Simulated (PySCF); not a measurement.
Geometry relaxation of InI (part 1 of 2)

The run: geometry relaxation of InI. Method and program: RKS-hse06/sbkjc, optimize (PySCF 2.14.0).

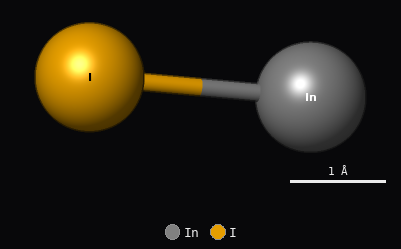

Figure 1. The input geometry (ball-and-stick view, seen at a tilt). Sticks mark near contacts.

## The input
```python
from pyscf import gto, dft
from pyscf.geomopt.geometric_solver import optimize

mol = gto.M(
    atom='In 0 0 0; I 0 0 2.43',
    basis='sbkjc',
    ecp={'In': 'sbkjc', 'I': 'sbkjc'},
    charge=0,
    spin=0,
    verbose=4,
)
mf = dft.RKS(mol, xc='hse06')
mf.level_shift = 0.1
mf.kernel()
g = mf.nuc_grad_method()
g.grid_response = True
mol_eq = optimize(g.as_scanner(), maxsteps=30)
print('optimised geometry (angstrom)')
print(mol_eq.tostring('raw'))
print('orbital energies (hartree):', mf.mo_energy[..., max(0, mol.nelec[1]-3):mol.nelec[0]+3].round(4))
```

Command:
```bash
OMP_NUM_THREADS=1 python input.py
```

## Log
```
PySCF version 2.14.0

[INPUT] verbose = 4
[INPUT] num. atoms = 2
[INPUT] num. electrons = 28
[INPUT] charge = 0
[INPUT] spin (= nelec alpha-beta = 2S) = 0
[INPUT] symmetry False subgroup None
[INPUT] Mole.unit = angstrom
[INPUT] Symbol           X                Y                Z      unit          X                Y                Z       unit  Magmom
[INPUT]  1 In     0.000000000000   0.000000000000   0.000000000000 AA    0.000000000000   0.000000000000   0.000000000000 Bohr   0.0
[INPUT]  2 I      0.000000000000   0.000000000000   2.430000000000 AA    0.000000000000   0.000000000000   4.592034482693 Bohr   0.0

nuclear repulsion = 32.0119547346667
number of shells = 15
number of NR pGTOs = 77
number of NR cGTOs = 39
basis = sbkjc
ecp = {'In': 'sbkjc', 'I': 'sbkjc'}

******** <class 'pyscf.dft.rks.RKS'> ********
method = RKS
initial guess = minao
damping factor = 0
level_shift factor = 0.1
DIIS = <class 'pyscf.scf.diis.CDIIS'>
diis_start_cycle = 1
diis_space = 8
diis_damp = 0
SCF conv_tol = 1e-09
SCF conv_tol_grad = None
SCF max_cycles = 50
direct_scf = True
direct_scf_tol = 1e-13
XC library pyscf.dft.libxc version 7.0.0
    S. Lehtola, C. Steigemann, M. J.T. Oliveira, and M. A.L. Marques.,  SoftwareX 7, 1–5 (2018)
XC functionals = hse06
    J. Heyd, G. E. Scuseria, and M. Ernzerhof.,  J. Chem. Phys. 118, 8207 (2003)
    J. Heyd, G. E. Scuseria, and M. Ernzerhof.,  J. Chem. Phys. 124, 219906 (2006)
    A. V. Krukau, O. A. Vydrov, A. F. Izmaylov, and G. E. Scuseria.,  J. Chem. Phys. 125, 224106 (2006)
radial grids:
    Treutler-Ahlrichs [JCP 102, 346 (1995); DOI:10.1063/1.469408] (M4) radial grids

becke partition: Becke, JCP 88, 2547 (1988); DOI:10.1063/1.454033
pruning grids: <function nwchem_prune>
grids dens level: 3
symmetrized grids: False
atomic radii adjust function: <function treutler_atomic_radii_adjust>
small_rho_cutoff = 0
Set gradient conv threshold to 3.16228e-05
Initial guess from minao.
tot grids = 43832
init E= -169.727421699177
  HOMO = 0.207032674853332  LUMO = 0.211918052505172  gap/eV = 0.13294
cycle= 1 E= -180.753342568394  delta_E=  -11  |g|= 10.1  |ddm|= 14.6
  HOMO = -1.07035157989066  LUMO = -0.844186510002903  gap/eV = 6.15427
cycle= 2 E= -178.515471749613  delta_E= 2.24  |g|= 10.6  |ddm|=   18
  HOMO = -0.289002447122578  LUMO = -0.0510134446301747  gap/eV = 6.47601
cycle= 3 E= -199.556369994671  delta_E=  -21  |g|= 2.16  |ddm|= 13.4
  HOMO = -0.120847284020152  LUMO = 0.019215130696604  gap/eV = 3.81129
cycle= 4 E= -197.111884036655  delta_E= 2.44  |g|= 2.47  |ddm|= 5.31
  HOMO = -0.206392026190568  LUMO = -0.0208759064398755  gap/eV = 5.04815
cycle= 5 E= -200.56742407062  delta_E= -3.46  |g|= 0.51  |ddm|= 2.89
  HOMO = -0.22513249520417  LUMO = 0.0285542231684214  gap/eV = 6.90317
cycle= 6 E= -200.636831724334  delta_E= -0.0694  |g|= 0.0976  |ddm|= 0.624
  HOMO = -0.219198170809301  LUMO = 0.0350423249621081  gap/eV = 6.91824
cycle= 7 E= -200.642887578703  delta_E= -0.00606  |g|= 0.0166  |ddm|= 0.203
  HOMO = -0.220516890830971  LUMO = 0.0328017965072816  gap/eV = 6.89315
cycle= 8 E= -200.643150758511  delta_E= -0.000263  |g|= 0.00379  |ddm|= 0.0387
  HOMO = -0.221113713917042  LUMO = 0.0324006437985853  gap/eV = 6.89848
cycle= 9 E= -200.643169372896  delta_E= -1.86e-05  |g|= 0.00105  |ddm|= 0.0118
  HOMO = -0.221060802936507  LUMO = 0.0323820713761889  gap/eV = 6.89653
cycle= 10 E= -200.643171054654  delta_E= -1.68e-06  |g|= 0.000317  |ddm|= 0.0039
  HOMO = -0.22103948474941  LUMO = 0.0323997562283796  gap/eV = 6.89643
cycle= 11 E= -200.643171213542  delta_E= -1.59e-07  |g|= 0.0001  |ddm|= 0.00112
  HOMO = -0.22104517817652  LUMO = 0.0323938660568851  gap/eV = 6.89643
cycle= 12 E= -200.64317122843  delta_E= -1.49e-08  |g|= 3.61e-05  |ddm|= 0.000374
  HOMO = -0.221043495678232  LUMO = 0.0323949218537781  gap/eV = 6.89641
cycle= 13 E= -200.643171230045  delta_E= -1.61e-09  |g|= 1.17e-05  |ddm|= 0.000105
  HOMO = -0.221043504969018  LUMO = 0.0323948468331422  gap/eV = 6.89641
cycle= 14 E= -200.643171230206  delta_E= -1.61e-10  |g|= 3.86e-06  |ddm|= 3.18e-05
  HOMO = -0.22104327975808  LUMO = -0.0676046790432906  gap/eV = 4.17528
Extra cycle  E= -200.64317123021  delta_E= -4.21e-12  |g|= 5.24e-06  |ddm|= 1.93e-05
converged SCF energy = -200.64317123021
Create scanner for <class 'pyscf.grad.rks.Gradients'>
Create scanner for <class 'pyscf.dft.rks.RKS'>
input.py

Current date and time:

#|     Arguments passed to driver run_optimizer():      |#
customengine              <pyscf.geomopt.geometric_solver.PySCFEngine object>
logIni                    [file]
maxiter                   30
----------------------------------------------------------
Custom engine selected.
Bonds will be generated from interatomic distances less than 1.20 times sum of covalent radii
6 internal coordinates being used (instead of 6 Cartesians)
Internal coordinate system (atoms numbered from 1):
Distance 1-2
Translation-X 1-2
Translation-Y 1-2
Translation-Z 1-2
Rotation-A 1-2
Rotation-B 1-2
Rotation-C 1-2
<class 'geometric.internal.Distance'> : 1
<class 'geometric.internal.TranslationX'> : 1
<class 'geometric.internal.TranslationY'> : 1
<class 'geometric.internal.TranslationZ'> : 1
<class 'geometric.internal.RotationA'> : 1
<class 'geometric.internal.RotationB'> : 1
<class 'geometric.internal.RotationC'> : 1
> ===== Optimization Info: ====
> Job type: Energy minimization
> Maximum number of optimization cycles: 30
> Initial / maximum trust radius (Angstrom): 0.100 / 0.300
> Convergence Criteria:
> Will converge when all 5 criteria are reached:
>  |Delta-E| < 1.00e-06
>  RMS-Grad  < 3.00e-04
>  Max-Grad  < 4.50e-04
>  RMS-Disp  < 1.20e-03
>  Max-Disp  < 1.80e-03
> === End Optimization Info ===

Geometry optimization cycle 1
Cartesian coordinates (Angstrom)
 Atom        New coordinates             dX        dY        dZ
  In   0.000000   0.000000   0.000000    0.000000  0.000000  0.000000
   I   0.000000   0.000000   2.430000    0.000000  0.000000  0.000000

WARN: Mole.unit (angstrom) is changed to Bohr

New geometry
   1 In     0.000000000000   0.000000000000   0.000000000000 AA    0.000000000000   0.000000000000   0.000000000000 Bohr
   2 I      0.000000000000   0.000000000000   2.430000000000 AA    0.000000000000   0.000000000000   4.592034482693 Bohr

******** <class 'pyscf.scf.hf.RKS_Scanner'> ********
method = RKS_Scanner
initial guess = minao
damping factor = 0
level_shift factor = 0.1
DIIS = <class 'pyscf.scf.diis.CDIIS'>
diis_start_cycle = 1
diis_space = 8
diis_damp = 0
SCF conv_tol = 1e-09
SCF conv_tol_grad = None
SCF max_cycles = 50
direct_scf = True
direct_scf_tol = 1e-13
XC library pyscf.dft.libxc version 7.0.0
    S. Lehtola, C. Steigemann, M. J.T. Oliveira, and M. A.L. Marques.,  SoftwareX 7, 1–5 (2018)
XC functionals = hse06
    J. Heyd, G. E. Scuseria, and M. Ernzerhof.,  J. Chem. Phys. 118, 8207 (2003)
    J. Heyd, G. E. Scuseria, and M. Ernzerhof.,  J. Chem. Phys. 124, 219906 (2006)
    A. V. Krukau, O. A. Vydrov, A. F. Izmaylov, and G. E. Scuseria.,  J. Chem. Phys. 125, 224106 (2006)
radial grids:
    Treutler-Ahlrichs [JCP 102, 346 (1995); DOI:10.1063/1.469408] (M4) radial grids

becke partition: Becke, JCP 88, 2547 (1988); DOI:10.1063/1.454033
pruning grids: <function nwchem_prune>
grids dens level: 3
symmetrized grids: False
atomic radii adjust function: <function treutler_atomic_radii_adjust>
small_rho_cutoff = 0
Set gradient conv threshold to 3.16228e-05
tot grids = 43832
init E= -200.64317123021
  HOMO = -0.221043679658554  LUMO = 0.0323943645863079  gap/eV = 6.89640
cycle= 1 E= -200.643171230217  delta_E= -6.68e-12  |g|= 4.74e-06  |ddm|= 2.47e-05
  HOMO = -0.221043278934618  LUMO = -0.06760476115232  gap/eV = 4.17527
Extra cycle  E= -200.643171230212  delta_E= 4.83e-12  |g|= 6.16e-06  |ddm|= 2.27e-05
converged SCF energy = -200.643171230212

******** <class 'pyscf.grad.rhf.Gradients_Scanner'> for <class 'pyscf.scf.hf.RKS_Scanner'> ********
unit = Eh/Bohr
grid_response = True
--------------- RKS_Scanner gradients ---------------
         x                y                z
0 In     0.0000000000     0.0000000000     0.1006957286
1 I    -0.0000000000    -0.0000000000    -0.1006957286
----------------------------------------------
cycle 1: E = -200.64317123  dE = -200.643  norm(grad) = 0.142405
Step    0 : Gradient = 1.007e-01/1.007e-01 (rms/max) Energy = -200.6431712302
Hessian Eigenvalues: 5.00000e-02 5.00000e-02 5.00000e-02 ... 5.00000e-02 5.00000e-02 1.07836e-01

Geometry optimization cycle 2
Cartesian coordinates (Angstrom)
 Atom        New coordinates             dX        dY        dZ
  In  -0.000000  -0.000000  -0.100000   -0.000000 -0.000000 -0.100000
   I   0.000000   0.000000   2.530000    0.000000  0.000000  0.100000
New geometry
   1 In    -0.000000000000  -0.000000000000  -0.100000000003 AA   -0.000000000000  -0.000000000000  -0.188972612463 Bohr
   2 I      0.000000000000   0.000000000000   2.530000000003 AA    0.000000000000   0.000000000000   4.781007095156 Bohr

******** <class 'pyscf.scf.hf.RKS_Scanner'> ********
method = RKS_Scanner
initial guess = minao
damping factor = 0
level_shift factor = 0.1
DIIS = <class 'pyscf.scf.diis.CDIIS'>
diis_start_cycle = 1
diis_space = 8
diis_damp = 0
SCF conv_tol = 1e-09
SCF conv_tol_grad = None
SCF max_cycles = 50
direct_scf = True
direct_scf_tol = 1e-13
XC library pyscf.dft.libxc version 7.0.0
    S. Lehtola, C. Steigemann, M. J.T. Oliveira, and M. A.L. Marques.,  SoftwareX 7, 1–5 (2018)
XC functionals = hse06
    J. Heyd, G. E. Scuseria, and M. Ernzerhof.,  J. Chem. Phys. 118, 8207 (2003)
    J. Heyd, G. E. Scuseria, and M. Ernzerhof.,  J. Chem. Phys. 124, 219906 (2006)
    A. V. Krukau, O. A. Vydrov, A. F. Izmaylov, and G. E. Scuseria.,  J. Chem. Phys. 125, 224106 (2006)
radial grids:
    Treutler-Ahlrichs [JCP 102, 346 (1995); DOI:10.1063/1.469408] (M4) radial grids

becke partition: Becke, JCP 88, 2547 (1988); DOI:10.1063/1.454033
pruning grids: <function nwchem_prune>
grids dens level: 3
symmetrized grids: False
atomic radii adjust function: <function treutler_atomic_radii_adjust>
small_rho_cutoff = 0
Set gradient conv threshold to 3.16228e-05
tot grids = 43832
init E= -200.646465565274
  HOMO = -0.235745293389916  LUMO = 0.0282449582681418  gap/eV = 7.18354
cycle= 1 E= -200.665531742837  delta_E= -0.0191  |g|= 0.057  |ddm|= 0.252
  HOMO = -0.231141965221735  LUMO = 0.019257924823799  gap/eV = 6.81373
cycle= 2 E= -200.666283555384  delta_E= -0.000752  |g|= 0.0484  |ddm|= 0.234
  HOMO = -0.232498704568879  LUMO = 0.0231019123873408  gap/eV = 6.95525
cycle= 3 E= -200.666991098563  delta_E= -0.000708  |g|= 0.011  |ddm|= 0.0581
  HOMO = -0.232835870806491  LUMO = 0.0232021432970872  gap/eV = 6.96715
cycle= 4 E= -200.667064398039  delta_E= -7.33e-05  |g|= 0.00186  |ddm|= 0.0235
  HOMO = -0.232725912086502  LUMO = 0.0230325136597906  gap/eV = 6.95954
cycle= 5 E= -200.667066310716  delta_E= -1.91e-06  |g|= 0.00033  |ddm|= 0.00482
  HOMO = -0.232711845555019  LUMO = 0.0230456986172152  gap/eV = 6.95952
cycle= 6 E= -200.667066361111  delta_E= -5.04e-08  |g|= 8.19e-05  |ddm|= 0.000846
  HOMO = -0.232716394811423  LUMO = 0.0230316663628731  gap/eV = 6.95926
cycle= 7 E= -200.667066365348  delta_E= -4.24e-09  |g|= 1.24e-05  |ddm|= 0.000263
  HOMO = -0.232713884716533  LUMO = 0.0230340394579916  gap/eV = 6.95926
cycle= 8 E= -200.667066365562  delta_E= -2.14e-10  |g|= 3.59e-06  |ddm|= 4.81e-05
  HOMO = -0.232714638529494  LUMO = -0.0769665833626323  gap/eV = 4.23812
Extra cycle  E= -200.667066365583  delta_E= -2.05e-11  |g|= 2.4e-06  |ddm|= 1.94e-05
converged SCF energy = -200.667066365583

******** <class 'pyscf.grad.rhf.Gradients_Scanner'> for <class 'pyscf.scf.hf.RKS_Scanner'> ********
unit = Eh/Bohr
grid_response = True
--------------- RKS_Scanner gradients ---------------
         x                y                z
0 In     0.0000000000    -0.0000000000     0.0332387912
1 I    -0.0000000000     0.0000000000    -0.0332387912
----------------------------------------------
cycle 2: E = -200.667066366  dE = -0.0238951  norm(grad) = 0.0470067
Step    1 : Displace = 1.000e-01/1.000e-01 (rms/max) Trust = 1.000e-01 (=) Grad = 3.324e-02/3.324e-02 (rms/max) E (change) = -200.6670663656 (-2.390e-02) Quality = 0.787
Hessian Eigenvalues: 5.00000e-02 5.00000e-02 5.00000e-02 ... 5.00000e-02 5.00000e-02 1.78483e-01

Geometry optimization cycle 3
Cartesian coordinates (Angstrom)
 Atom        New coordinates             dX        dY        dZ
  In  -0.000000   0.000000  -0.149274   -0.000000  0.000000 -0.049274
   I   0.000000  -0.000000   2.579274    0.000000 -0.000000  0.049274
New geometry
   1 In    -0.000000000000   0.000000000000  -0.149274088739 AA   -0.000000000000   0.000000000000  -0.282087145210 Bohr
   2 I      0.000000000000  -0.000000000000   2.579274088738 AA    0.000000000000  -0.000000000000   4.874121627903 Bohr

******** <class 'pyscf.scf.hf.RKS_Scanner'> ********
method = RKS_Scanner
initial guess = minao
damping factor = 0
level_shift factor = 0.1
DIIS = <class 'pyscf.scf.diis.CDIIS'>
diis_start_cycle = 1
diis_space = 8
diis_damp = 0
SCF conv_tol = 1e-09
SCF conv_tol_grad = None
SCF max_cycles = 50
direct_scf = True
direct_scf_tol = 1e-13
XC library pyscf.dft.libxc version 7.0.0
    S. Lehtola, C. Steigemann, M. J.T. Oliveira, and M. A.L. Marques.,  SoftwareX 7, 1–5 (2018)
XC functionals = hse06
    J. Heyd, G. E. Scuseria, and M. Ernzerhof.,  J. Chem. Phys. 118, 8207 (2003)
    J. Heyd, G. E. Scuseria, and M. Ernzerhof.,  J. Chem. Phys. 124, 219906 (2006)
    A. V. Krukau, O. A. Vydrov, A. F. Izmaylov, and G. E. Scuseria.,  J. Chem. Phys. 125, 224106 (2006)
radial grids:
    Treutler-Ahlrichs [JCP 102, 346 (1995); DOI:10.1063/1.469408] (M4) radial grids

becke partition: Becke, JCP 88, 2547 (1988); DOI:10.1063/1.454033
pruning grids: <function nwchem_prune>
grids dens level: 3
symmetrized grids: False
atomic radii adjust function: <function treutler_atomic_radii_adjust>
small_rho_cutoff = 0
Set gradient conv threshold to 3.16228e-05
tot grids = 43832
init E= -200.659520407163
  HOMO = -0.240762735287833  LUMO = 0.0185314743093484  gap/eV = 7.05575
cycle= 1 E= -200.670999956966  delta_E= -0.0115  |g|= 0.0241  |ddm|= 0.104
  HOMO = -0.234947790094974  LUMO = 0.0171100233235838  gap/eV = 6.85884
cycle= 2 E= -200.671162120873  delta_E= -0.000162  |g|= 0.0187  |ddm|= 0.0946
  HOMO = -0.236323579432741  LUMO = 0.0186672266703805  gap/eV = 6.93865
cycle= 3 E= -200.671292079656  delta_E= -0.00013  |g|= 0.00456  |ddm|= 0.0256
  HOMO = -0.236534923241544  LUMO = 0.0186090173115722  gap/eV = 6.94282
cycle= 4 E= -200.67130378858  delta_E= -1.17e-05  |g|= 0.000787  |ddm|= 0.00884
  HOMO = -0.236498977352321  LUMO = 0.0185075355865072  gap/eV = 6.93908
cycle= 5 E= -200.671304304735  delta_E= -5.16e-07  |g|= 0.000131  |ddm|= 0.00191
  HOMO = -0.236494216201953  LUMO = 0.0185066254681717  gap/eV = 6.93893
cycle= 6 E= -200.671304312692  delta_E= -7.96e-09  |g|= 3.22e-05  |ddm|= 0.000341
  HOMO = -0.236491554890457  LUMO = 0.0185041391258693  gap/eV = 6.93879
cycle= 7 E= -200.671304313407  delta_E= -7.15e-10  |g|= 5.3e-06  |ddm|= 0.000103
  HOMO = -0.236491480147509  LUMO = -0.0814957723474504  gap/eV = 4.21765
Extra cycle  E= -200.671304313446  delta_E= -3.91e-11  |g|= 2.78e-06  |ddm|= 2.75e-05
converged SCF energy = -200.671304313446

******** <class 'pyscf.grad.rhf.Gradients_Scanner'> for <class 'pyscf.scf.hf.RKS_Scanner'> ********
unit = Eh/Bohr
grid_response = True
--------------- RKS_Scanner gradients ---------------
         x                y                z
0 In     0.0000000000     0.0000000000     0.0134243440
1 I    -0.0000000000    -0.0000000000    -0.0134243440
```
